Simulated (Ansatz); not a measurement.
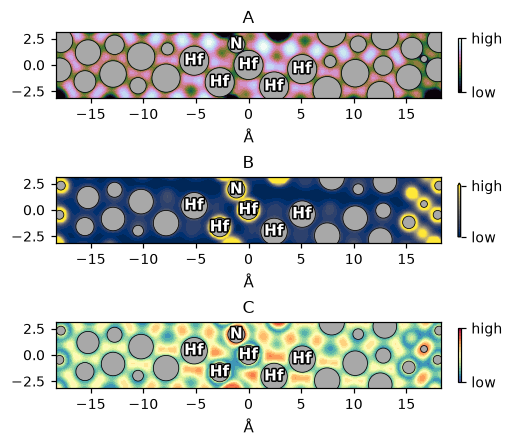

Hf7N: 3 fields on the (111) plane of the conventional cell, with unlabelled colour scales. Grey discs cover the atomic cores.

Space group P6₃/mmc; a generated structure, not necessarily the stable one.

Theory: DFT PBE, scalar-relativistic, plane waves, PAW in Ansatz 0.2.0.

Match the panels to the quantities (electron localisation function, electrostatic potential energy of an electron and valence pseudo-density).

Panel A: electrostatic potential energy of an electron (low next to the atoms, rising into the space between them). Panel B: valence pseudo-density. Panel C: electron localisation function. From the grid: Hf–Hf (3.14 Å): ρ is about 0.19 e/Å³ halfway; the ELF is about 0.20 at the midpoint; no localised pair shows between them.
